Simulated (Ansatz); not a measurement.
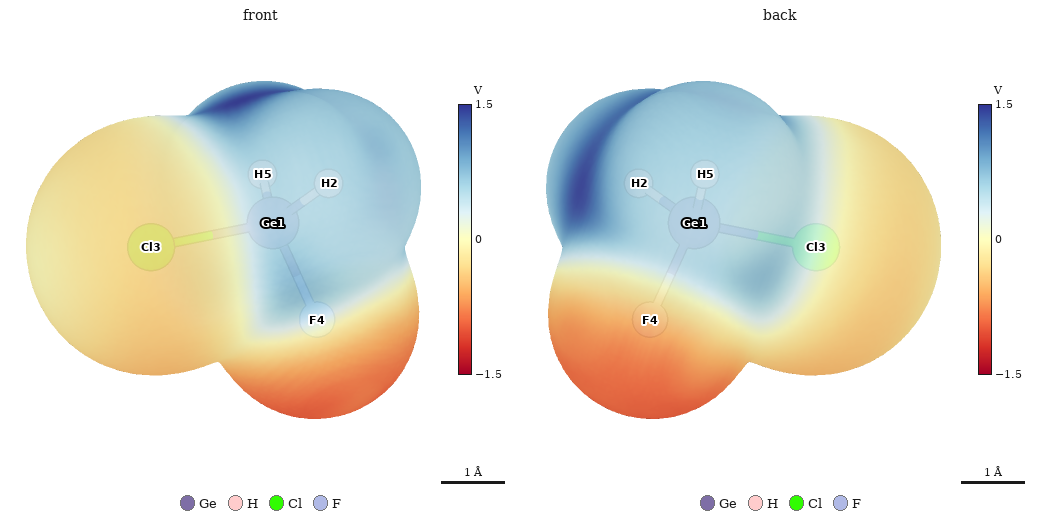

Figure. ClFGeH2. The electrostatic potential painted on the density surface at 0.001 e/bohr³, seen from the front and from behind; the colour scale runs from red (negative) to blue (positive).

These are results of RKS PBE/def2-SVP in Ansatz, not measurements.

```yaml
atoms:
  - { symbol: Ge, position_ang: [0.0089, -0.0539, 0.0303] }
  - { symbol: H, position_ang: [0.0407, 0.0505, 1.5706] }
  - { symbol: Cl, position_ang: [2.0387, -0.0066, -0.7159] }
  - { symbol: F, position_ang: [-0.7955, 1.3847, -0.5663] }
  - { symbol: H, position_ang: [-0.7205, -1.2686, -0.5837] }
```

Question: Describe the electrostatic potential map.

Answer: The most negative region (about −1.0 V) lies over F4, the most positive (about +1.4 V) over Ge1.
